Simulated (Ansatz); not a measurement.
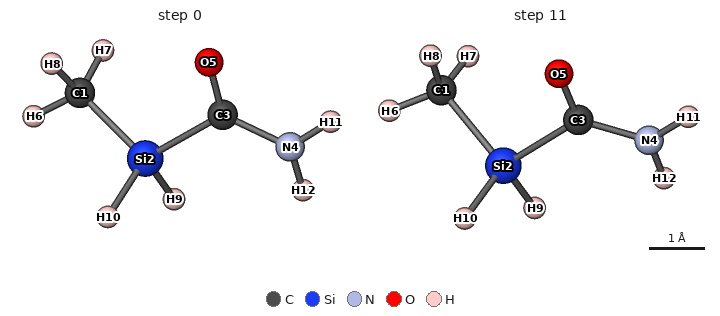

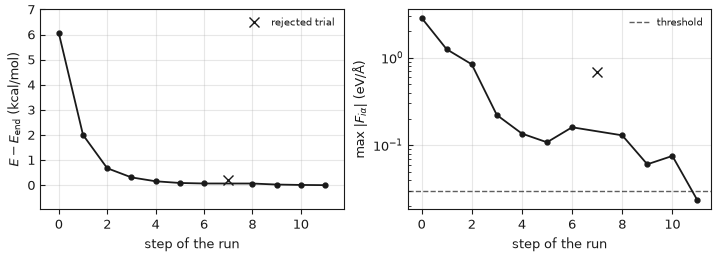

First and last geometry of a relaxation of C₂H₇NOSi (coarse preliminary run), with the history of the run. The picture is a ball-and-stick view, seen at a tilt.

The start comes from a force field.

The calculation used Ansatz 0.2.0, RKS PBE-D4/def2-SVP. Set-up: force threshold 0.03 eV/Å; at most 200 steps.

Question: What do the curves and the structures tell?

Answer: It converged. H8 moves most after the best rigid fit: 0.38 Å. By element the largest moves are H 0.38 Å, O 0.34 Å, N 0.16 Å, C 0.15 Å, Si 0.14 Å. Near-neighbour distances that change, for instance: C1–Si2 1.786 → 1.881 Å, Si2–C3 1.899 → 1.942 Å, N4–H11 0.990 → 1.025 Å, C1–H6 1.137 → 1.108 Å. Among the angles between lasting bonds that change: Si2–C1–H8 114.2° → 107.5°, C1–Si2–C3 111.6° → 105.9°, C3–Si2–H10 112.3° → 106.6°. Over 10 accepted moves (11 points after the start) the energy falls by 6.06 kcal/mol. Largest force component: 2.9 eV/Å at the start, 0.023 eV/Å at the end. The line search rejected the trial step at point 7 of the run.

```tsv
step	E − E(0), kcal/mol	largest force component, eV/Å	note
0	0.00	2.8530	
1	-4.06	1.2490	
2	-5.38	0.8403	
3	-5.75	0.2213	
4	-5.90	0.1357	
5	-5.97	0.1079	
6	-5.99	0.1602	
7	-5.85	0.6953	rejected
8	-5.99	0.1296	
9	-6.03	0.0605	
10	-6.05	0.0754	
11	-6.06	0.0234
```
